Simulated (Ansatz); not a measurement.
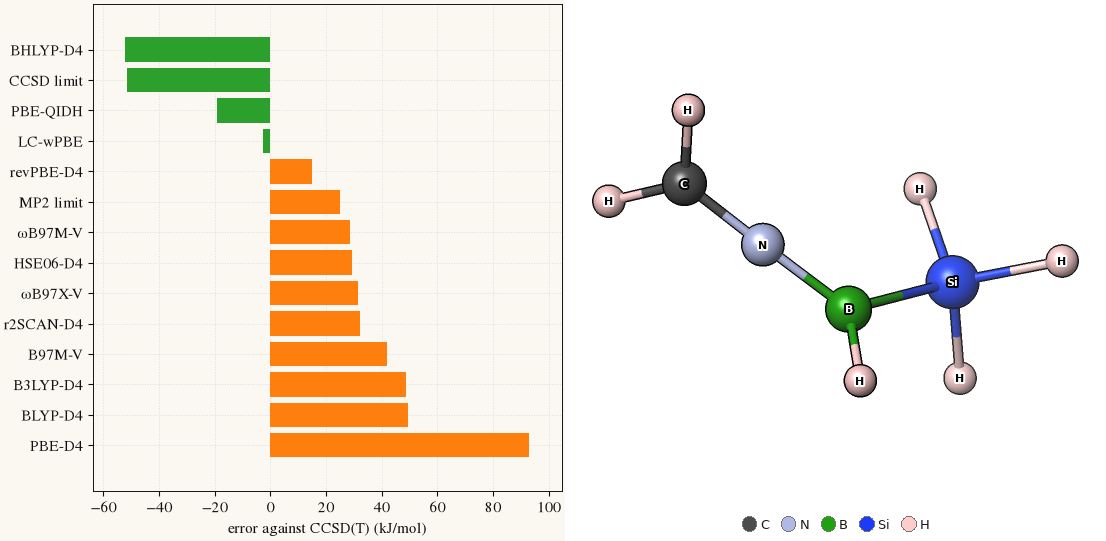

Error in the electronic atomisation energy (method less reference, so positive means overbinding) of CH₆BNSi, SMILES C=NB[SiH3]: functionals in def2-TZVPP against frozen-core CCSD(T) at the limit (MP2 extrapolated from triple and quadruple zeta, plus CCSD(T) less MP2 in a smaller set), which gives 3530.3 kJ/mol, at a PBE0-D4/def2-TZVP geometry (a minimum by its frequencies), no zero-point or spin-orbit term, the Ansatz code 0.2.0. The reference leaves out core correlation, a term that grows with the number of heavy atoms. PBE-QIDH holds a correlation term that converges slowly with the basis, so part of the distance to the limit is basis error. No dispersion term is added to PBE-QIDH and LC-wPBE. Limit means the basis limit.

Question: What range do the values span?

Answer: From −52.2 kJ/mol (BHLYP-D4) to 93.1 kJ/mol (PBE-D4).

Question: Give the values.

Answer:
| level | kJ/mol |
| --- | --- |
| BHLYP-D4 | −52.2 |
| CCSD limit | −51.4 |
| PBE-QIDH | −19.3 |
| LC-wPBE | −2.5 |
| revPBE-D4 | 14.9 |
| MP2 limit | 25.1 |
| ωB97M-V | 28.8 |
| HSE06-D4 | 29.4 |
| ωB97X-V | 31.6 |
| r2SCAN-D4 | 32.1 |
| B97M-V | 42.0 |
| B3LYP-D4 | 48.8 |
| BLYP-D4 | 49.3 |
| PBE-D4 | 93.1 |

Caveats, for all or some of the runs: one conformer of a flexible molecule.
